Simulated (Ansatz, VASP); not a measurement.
# VCdCu: VASP beside Ansatz

One calculation is typed for both programs; each brings its own data sets and cutoff. How far apart do they land? The cell is invented: As first built, before any earlier steps moved the atoms: it takes the TiCuSn structure with some of its atoms replaced by other elements, volume scaled by an estimate. It may not be a known or stable phase. The cell comes out of earlier VASP steps on this material, which relaxed, scaled or displaced it; both programs get it as it stands.

Calculated with Ansatz 0.2.0; plane waves, with VASP 6.6.1 beside it; single point at PBEsol, DFT+U.

In doubt: warnings of the run leave room for a lower electronic state, so energies may not be the lowest and differences between runs may mislead.

### 1. The structure

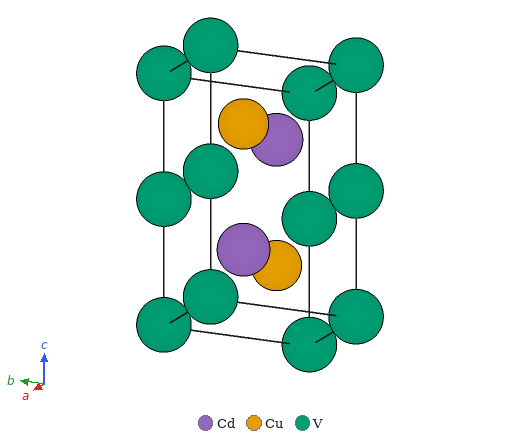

The starting structure, seen from a free direction (cadmium purple, copper orange, vanadium teal). Some periodic images of atoms are drawn too.

Structure file:

```cif
data_structure
_symmetry_space_group_name_H-M 'P 1'
_symmetry_Int_Tables_number 1
_cell_length_a 4.5483
_cell_length_b 4.5483
_cell_length_c 5.7679
_cell_angle_alpha 90.000
_cell_angle_beta 90.000
_cell_angle_gamma 120.000
_cell_volume 103.34
loop_
_atom_site_label
_atom_site_type_symbol
_atom_site_fract_x
_atom_site_fract_y
_atom_site_fract_z
_atom_site_occupancy
Cd1 Cd 0.66667 0.33333 0.75767 1
Cd2 Cd 0.33333 0.66667 0.25767 1
Cu3 Cu 0.66667 0.33333 0.25768 1
Cu4 Cu 0.33333 0.66667 0.75768 1
V5 V 0.00000 0.00000 0.50665 1
V6 V 0.00000 0.00000 0.00665 1
```

### 2. VASP: single point, PBEsol, DFT+U

A single point gives forces, pressure and levels at one fixed geometry, so differences don't come from the geometry; what else differs is listed under the comparison.

Lines of VASP's logs that name or quote its potential files are left out, and so is its time.

File INCAR:

```
SYSTEM = VCdCu
PREC = Accurate
ENCUT = 360
EDIFF = 1E-06
NELM = 150
ISMEAR = 1
SIGMA = 0.05
LREAL = .FALSE.
ALGO = Normal
GGA = PS
NBANDS = 37
ISPIN = 2
MAGMOM = 0 0 0.6 -0.6 2 -2
LDAU = .TRUE.
LDAUTYPE = 2
LDAUL = -1 2 2
LDAUU = 0 3 6
LDAUJ = 0 0 0
LDAUPRINT = 1
LASPH = .TRUE.
LMAXMIX = 4
LORBIT = 11
LWAVE = .FALSE.
LCHARG = .TRUE.
AMIX = 0.2
BMIX = 1E-04
AMIX_MAG = 0.8
BMIX_MAG = 1E-04
```

File POSCAR:

```
VCdCu
1.0
    4.5483127724     -0.0000000498      0.0000000000
   -2.2741569730      3.9389543390      0.0000000000
    0.0000000000      0.0000000000      5.7678994470
Cd Cu V
2 2 2
Direct
    0.6666666700      0.3333333300      0.7576705251
    0.3333333300      0.6666666700      0.2576705251
    0.6666666700      0.3333333300      0.2576840445
    0.3333333300      0.6666666700      0.7576840445
    0.0000000000      0.0000000000      0.5066454303
    0.0000000000      0.0000000000      0.0066454303
```

File KPOINTS:

```
Automatic mesh
0
Gamma
4 4 3
0 0 0
```

Potentials, in the order of the species: Cd, Cu and V (PBE family, release 64).

On the command line:

```console
$ mpirun -np 1 vasp_std
```

Numbers of over 12 decimals in the logs are rounded to 6 here.

What it wrote:

```text
[banner, memory and clock lines left out]
running    1 mpi-ranks, on    1 nodes
 distrk:  each k-point on    1 cores,    1 groups
 distr:  one band on    1 cores,    1 groups

 POSCAR found type information on POSCAR CdCuV
 POSCAR found :  3 types and       6 ions
|                                                                             |
|               ----> ADVICE to this user running VASP <----                  |
|                                                                             |
|     You enforced a specific xc type in the INCAR file but a different       |
|     [... a line on the potential file left out ...]
|     I HOPE YOU KNOW WHAT YOU ARE DOING!                                     |
|                                                                             |

 LDA part: xc-table for (Slater+PW92), standard interpolation
 POSCAR, INCAR and KPOINTS ok, starting setup
 FFT: planning ... GRIDC
 FFT: planning ... GRID_SOFT
 FFT: planning ... GRID
 WAVECAR not read
 entering main loop
       N       E                     dE             d eps       ncg     rms          rms(c)
DAV:   1     0.509101189108E+03    0.50910E+03   -0.18824E+04  1224   0.148E+03
DAV:   2     0.638953382958E+02   -0.44521E+03   -0.42398E+03  1184   0.371E+02
DAV:   3    -0.150977232244E+02   -0.78993E+02   -0.74600E+02  1783   0.182E+02
DAV:   4    -0.195949369548E+02   -0.44972E+01   -0.44700E+01  1760   0.526E+01
DAV:   5    -0.196409710208E+02   -0.46034E-01   -0.45978E-01  1598   0.585E+00    0.182E+01
DAV:   6    -0.156352248228E+02    0.40057E+01   -0.22507E+01  1759   0.373E+01    0.120E+01
DAV:   7    -0.170824794536E+02   -0.14473E+01   -0.45747E+00  1984   0.227E+01    0.883E+00
DAV:   8    -0.175471105218E+02   -0.46463E+00   -0.21400E+00  1894   0.150E+01    0.479E+00
DAV:   9    -0.176276931535E+02   -0.80583E-01   -0.69811E-01  1904   0.762E+00    0.386E+00
DAV:  10    -0.178506351591E+02   -0.22294E+00   -0.92181E-01  1990   0.557E+00    0.238E+00
DAV:  11    -0.179303193827E+02   -0.79684E-01   -0.96921E-02  1728   0.189E+00    0.228E+00
DAV:  12    -0.180620904660E+02   -0.13177E+00   -0.16319E-01  2022   0.194E+00    0.222E+00
DAV:  13    -0.182240013657E+02   -0.16191E+00   -0.19445E-01  2083   0.214E+00    0.230E+00
DAV:  14    -0.180524164672E+02    0.17158E+00   -0.21630E-01  1987   0.320E+00    0.215E+00
[...]
DAV:  29    -0.174776675048E+02    0.47903E-03   -0.64994E-03  2080   0.204E-01    0.243E-02
DAV:  30    -0.174777390936E+02   -0.71589E-04   -0.11525E-03  1872   0.859E-02    0.485E-02
DAV:  31    -0.174777827922E+02   -0.43699E-04   -0.29572E-04  1744   0.725E-02    0.804E-02
DAV:  32    -0.174776817117E+02    0.10108E-03   -0.45654E-04  1667   0.522E-02    0.368E-02
DAV:  33    -0.174776699944E+02    0.11717E-04   -0.17743E-05  1340   0.179E-02    0.208E-02
DAV:  34    -0.174776639987E+02    0.59957E-05   -0.18765E-05   822   0.113E-02    0.141E-02
DAV:  35    -0.174776612040E+02    0.27947E-05   -0.20045E-05  1248   0.121E-02    0.374E-03
DAV:  36    -0.174776614244E+02   -0.22036E-06   -0.68022E-07   693   0.736E-03
   1 F= -.17477661E+02 E0= -.17475687E+02  d E =-.592204E-02  mag=     0.0000
```

From OUTCAR (step 2):

```text
ion  position               nearest neighbor table
   1  0.667  0.333  0.758-   4 2.63   4 2.63   4 2.63   3 2.88   3 2.88   6 2.99   6 2.99   6 2.99
                             5 3.00   5 3.00   5 3.00
   2  0.333  0.667  0.258-   3 2.63   3 2.63   3 2.63   4 2.88   4 2.88   5 2.99   5 2.99   5 2.99
                             6 3.00   6 3.00   6 3.00
   3  0.667  0.333  0.258-   2 2.63   2 2.63   2 2.63   1 2.88   1 2.88
   4  0.333  0.667  0.758-   1 2.63   1 2.63   1 2.63   2 2.88   2 2.88
   5  0.000  0.000  0.507-   6 2.88   6 2.88   2 2.99   2 2.99   2 2.99   1 3.00   1 3.00   1 3.00

  LATTYP: Found a hexagonal cell.
 ALAT       =     4.5483127724
 C/A-ratio  =     1.2681404590

 Subroutine GETGRP returns: Found 12 space group operations
 (whereof  6 operations were pure point group operations)

The static configuration has the point symmetry C_3v.
 The point group associated with its full space group is C_6v.

 Found      8 irreducible k-points:

   k-points           NKPTS =      8   k-points in BZ     NKDIM =      8   number of bands    NBANDS=     37

   dimension x,y,z NGX =    28 NGY =   28 NGZ =   36
   dimension x,y,z NGXF=    56 NGYF=   56 NGZF=   72

   ENCUT  =  360.0 eV  26.46 Ry    5.14 a.u.   7.04  7.04  8.92*2*pi/ulx,y,z

   NELECT =      56.0000    total number of electrons

 k-points in reciprocal lattice and weights: Automatic mesh
   0.00000000  0.00000000  0.00000000       0.021
   0.25000000 -0.00000000  0.00000000       0.125
   0.50000000 -0.00000000  0.00000000       0.062
   0.25000000  0.25000000  0.00000000       0.125
   0.00000000  0.00000000  0.33333333       0.042
   0.25000000 -0.00000000  0.33333333       0.250
   0.50000000 -0.00000000  0.33333333       0.125
   0.25000000  0.25000000  0.33333333       0.250

atom =   3  type =  2  l = 2

 onsite density matrix

spin component  1

  0.9248  0.0000  0.0000  0.0098 -0.0000
  0.0000  0.9338 -0.0000 -0.0000  0.0098
  0.0000 -0.0000  0.9289  0.0000 -0.0000
  0.0098 -0.0000  0.0000  0.9338 -0.0000
 -0.0000  0.0098 -0.0000 -0.0000  0.9248

spin component  2

  0.9248 -0.0000  0.0000 -0.0097 -0.0000
 -0.0000  0.9338  0.0000 -0.0000 -0.0097
  0.0000  0.0000  0.9289 -0.0000 -0.0000
 -0.0097 -0.0000 -0.0000  0.9338  0.0000
 -0.0000 -0.0097 -0.0000  0.0000  0.9248

 occupancies and eigenvectors

  o =  0.9185  v = -0.5510  0.4080  0.0000  0.3532 -0.6365  0.0000  0.0000  0.0000  0.0000  0.0000      0.0000  0.0000  0.0000  0.0000  0.0000  0.0000  0.0000  0.0000  0.0000  0.0000
  o =  0.9185  v =  0.6365  0.3532 -0.0000 -0.4080 -0.5510  0.0000  0.0000  0.0000  0.0000  0.0000      0.0000  0.0000  0.0000  0.0000  0.0000  0.0000  0.0000  0.0000  0.0000  0.0000
  o =  0.9186  v =  0.0000  0.0000  0.0000  0.0000  0.0000 -0.5512 -0.4078  0.0000 -0.3530 -0.6367      0.0000  0.0000  0.0000  0.0000  0.0000  0.0000  0.0000  0.0000  0.0000  0.0000
  o =  0.9186  v =  0.0000  0.0000  0.0000  0.0000  0.0000  0.6367 -0.3530 -0.0000  0.4077 -0.5512      0.0000  0.0000  0.0000  0.0000  0.0000  0.0000  0.0000  0.0000  0.0000  0.0000
  o =  0.9289  v =  0.0000  0.0000  1.0000 -0.0000 -0.0000  0.0000  0.0000  0.0000  0.0000  0.0000      0.0000  0.0000  0.0000  0.0000  0.0000  0.0000  0.0000  0.0000  0.0000  0.0000
  o =  0.9289  v =  0.0000  0.0000  0.0000  0.0000  0.0000  0.0000 -0.0000  1.0000  0.0000 -0.0000      0.0000  0.0000  0.0000  0.0000  0.0000  0.0000  0.0000  0.0000  0.0000  0.0000
  o =  0.9400  v =  0.0000  0.0000  0.0000  0.0000  0.0000 -0.3530  0.6367 -0.0000  0.5512 -0.4078      0.0000  0.0000  0.0000  0.0000  0.0000  0.0000  0.0000  0.0000  0.0000  0.0000
  o =  0.9400  v =  0.0000  0.0000  0.0000  0.0000  0.0000  0.4078  0.5512  0.0000 -0.6367 -0.3530      0.0000  0.0000  0.0000  0.0000  0.0000  0.0000  0.0000  0.0000  0.0000  0.0000
  o =  0.9401  v = -0.3532 -0.6365 -0.0000 -0.5510 -0.4080  0.0000  0.0000  0.0000  0.0000  0.0000      0.0000  0.0000  0.0000  0.0000  0.0000  0.0000  0.0000  0.0000  0.0000  0.0000
  o =  0.9401  v =  0.4080 -0.5510  0.0000  0.6365 -0.3532  0.0000  0.0000  0.0000  0.0000  0.0000      0.0000  0.0000  0.0000  0.0000  0.0000  0.0000  0.0000  0.0000  0.0000  0.0000

atom =   4  type =  2  l = 2

 onsite density matrix

spin component  1

  0.9248  0.0000  0.0000  0.0097 -0.0000
  0.0000  0.9338 -0.0000 -0.0000  0.0097
  0.0000 -0.0000  0.9289  0.0000 -0.0000
  0.0097 -0.0000  0.0000  0.9338 -0.0000
 -0.0000  0.0097 -0.0000 -0.0000  0.9248

spin component  2

  0.9248 -0.0000  0.0000 -0.0098 -0.0000
 -0.0000  0.9338  0.0000 -0.0000 -0.0098
  0.0000  0.0000  0.9289 -0.0000 -0.0000
 -0.0098 -0.0000 -0.0000  0.9338  0.0000
 -0.0000 -0.0098 -0.0000  0.0000  0.9248

 occupancies and eigenvectors

  o =  0.9185  v =  0.0000  0.0000  0.0000  0.0000  0.0000 -0.5510 -0.4080  0.0000 -0.3532 -0.6365      0.0000  0.0000  0.0000  0.0000  0.0000  0.0000  0.0000  0.0000  0.0000  0.0000
[...]
o =  0.0184  v =  0.7526 -0.0623 -0.0000  0.0720 -0.6516  0.0000  0.0000  0.0000  0.0000  0.0000      0.0000  0.0000  0.0000  0.0000  0.0000  0.0000  0.0000  0.0000  0.0000  0.0000
  o =  0.0226  v =  0.0000 -0.0000  1.0000  0.0000 -0.0000  0.0000  0.0000  0.0000  0.0000  0.0000      0.0000  0.0000  0.0000  0.0000  0.0000  0.0000  0.0000  0.0000  0.0000  0.0000
  o =  0.0265  v =  0.0623 -0.7526  0.0000 -0.6515  0.0720  0.0000  0.0000  0.0000  0.0000  0.0000      0.0000  0.0000  0.0000  0.0000  0.0000  0.0000  0.0000  0.0000  0.0000  0.0000
  o =  0.0265  v = -0.0720 -0.6515 -0.0000  0.7526  0.0623  0.0000  0.0000  0.0000  0.0000  0.0000      0.0000  0.0000  0.0000  0.0000  0.0000  0.0000  0.0000  0.0000  0.0000  0.0000
  o =  0.5207  v =  0.0000  0.0000  0.0000  0.0000  0.0000 -0.6532  0.0482  0.0000  0.0417 -0.7545      0.0000  0.0000  0.0000  0.0000  0.0000  0.0000  0.0000  0.0000  0.0000  0.0000
  o =  0.5207  v =  0.0000  0.0000  0.0000  0.0000  0.0000  0.7545  0.0417 -0.0000 -0.0482 -0.6532      0.0000  0.0000  0.0000  0.0000  0.0000  0.0000  0.0000  0.0000  0.0000  0.0000
  o =  0.6739  v =  0.0000  0.0000  0.0000  0.0000  0.0000  0.0417  0.7545 -0.0000  0.6532  0.0482      0.0000  0.0000  0.0000  0.0000  0.0000  0.0000  0.0000  0.0000  0.0000  0.0000
  o =  0.6739  v =  0.0000  0.0000  0.0000  0.0000  0.0000 -0.0482  0.6532  0.0000 -0.7545  0.0417      0.0000  0.0000  0.0000  0.0000  0.0000  0.0000  0.0000  0.0000  0.0000  0.0000
  o =  0.8958  v =  0.0000  0.0000  0.0000  0.0000  0.0000  0.0000 -0.0000  1.0000  0.0000 -0.0000      0.0000  0.0000  0.0000  0.0000  0.0000  0.0000  0.0000  0.0000  0.0000  0.0000

 average (electrostatic) potential at core
       1 -37.5580       2 -37.5580       3 -66.0792       4 -66.0792       5 -40.4922
       6 -40.4922

 E-fermi :   4.0316

 spin component 1
 k-point     1 :       0.0000    0.0000    0.0000
  band No.  band energies     occupation
    ...
     24       2.7018      1.00000
     25       3.1097      1.00000
     26       3.1097      1.00000
     27       3.4089      1.00000
     28       3.4090      1.00000
     29       6.6815      0.00000
     30       6.6815      0.00000
     31       7.5207      0.00000
     32       7.9325      0.00000
     33       7.9325      0.00000
    ...

 k-point     2 :       0.2500   -0.0000    0.0000
  band No.  band energies     occupation
    ...
     24       2.3460      1.00000
     25       2.9674      1.00000
     26       3.0862      1.00000
     27       3.2014      1.00000
     28       3.4281      1.00000
     29       4.4297     -0.00000
     30       5.2274      0.00000
     31       6.5587      0.00000
     32       7.0466      0.00000
     33       8.0645      0.00000
    ...

 k-point     3 :       0.5000   -0.0000    0.0000
  band No.  band energies     occupation
    ...
     25       2.7171      1.00000
     26       3.5325      1.00000
     27       3.5341      1.00000
     28       3.6438      1.00000
     29       3.8866      1.00016
     30       4.0445      0.29013
     31       5.2098      0.00000
     32       5.6151      0.00000
     33       7.6575      0.00000
     34       7.7423      0.00000
    ...

 k-point     4 :       0.2500    0.2500    0.0000
  band No.  band energies     occupation
    ...
     25       2.2521      1.00000
     26       2.5271      1.00000
     27       3.4364      1.00000
     28       3.7980      1.00000
     29       4.0085      0.84872
     30       4.3992     -0.00000
     31       6.2134      0.00000
     32       6.2977      0.00000
     33       6.3612      0.00000
     34       8.2924      0.00000
    ...

 k-point     5 :       0.0000    0.0000    0.3333
  band No.  band energies     occupation
    ...
     23       2.0007      1.00000
     24       3.3373      1.00000
     25       3.3373      1.00000
     26       3.4247      1.00000
     27       3.4247      1.00000
     28       5.4878      0.00000
     29       6.4701      0.00000
     30       6.4701      0.00000
     31       7.7931      0.00000
     32       7.7931      0.00000
    ...

 k-point     6 :       0.2500   -0.0000    0.3333
  band No.  band energies     occupation
    ...
     23       1.9758      1.00000
     24       2.3700      1.00000
     25       2.9377      1.00000
     26       3.0174      1.00000
     27       3.4910      1.00000
     28       4.4126     -0.00000
     29       5.2843      0.00000
     30       5.6103      0.00000
     31       6.0159      0.00000
     32       6.8898      0.00000
    ...

  Total       -3.2254555     -3.2254553     -2.3746563      0.0000005      0.0000000      0.0000000
  in kB      -50.0095204    -50.0095181    -36.8181862      0.0000080      0.0000000      0.0000000
  external PRESSURE =     -45.6124083 kB  Pullay stress =       0.0000000 kB

  energy-cutoff  :      360.00
  volume of cell :      103.34
      direct lattice vectors                 reciprocal lattice vectors
     4.548312772 -0.000000050  0.000000000     0.219861750  0.126937276  0.000000000
    -2.274156973  3.938954339  0.000000000     0.000000003  0.253874486  0.000000000
     0.000000000  0.000000000  5.767899447     0.000000000  0.000000000  0.173373341

 POSITION                                       TOTAL-FORCE (eV/Angst)
 -----------------------------------------------------------------------------------
      2.27416      1.31298      4.37017         0.000000      0.000000     -0.011590
     -0.00000      2.62597      1.48622        -0.000000      0.000000     -0.011590
      2.27416      1.31298      1.48630         0.000000     -0.000000     -0.006544
     -0.00000      2.62597      4.37025        -0.000000     -0.000000     -0.006544
      0.00000      0.00000      2.92228         0.000000      0.000000      0.018134
      0.00000      0.00000      0.03833         0.000000      0.000000      0.018134
 -----------------------------------------------------------------------------------
    total drift:                                0.000004     -0.000002     -0.000633

  FREE ENERGIE OF THE ION-ELECTRON SYSTEM (eV)
  ---------------------------------------------------
  free  energy   TOTEN  =       -17.4776614244 eV

  energy  without entropy=      -17.4717393858  energy(sigma->0) =      -17.47568741

 total charge
# of ion       s       p       d       tot
------------------------------------------
    1        0.558   0.397   9.438  10.392
    2        0.558   0.397   9.438  10.392
    3        0.425   0.293   9.272   9.990
    4        0.425   0.293   9.272   9.990
    5        0.349   0.352   3.375   4.076
    6        0.349   0.352   3.375   4.076
--------------------------------------------------
tot          2.663   2.082  44.170  48.915

 magnetization (x)
# of ion       s       p       d       tot
------------------------------------------
    1        0.000  -0.000  -0.000  -0.000
    2       -0.000   0.000   0.000   0.000
    3       -0.000   0.000  -0.000   0.000
    4        0.000  -0.000   0.000  -0.000
    5        0.058   0.017   3.156   3.232
    6       -0.058  -0.017  -3.156  -3.232
--------------------------------------------------
tot          0.000   0.000   0.000   0.000

[... 2 further parts left out ...]
```

The run ends at a pressure of -4.56 GPa, with forces up to 0.018 eV/Å.

(Part 1 of 2 ends here.)

[Lines on the potential files, build, host, timing and source positions are cut from VASP's logs without a mark.]

[Logs are printed without paths, hosts, clocks, repeated set-up lines and the standing remarks that a program may print on its own settings, such as how far it seeks lower states.]

[Hosts, paths, dates, database ids (printed as entryN), source tags and the programs' standing remarks are cut or masked in the printed files.]
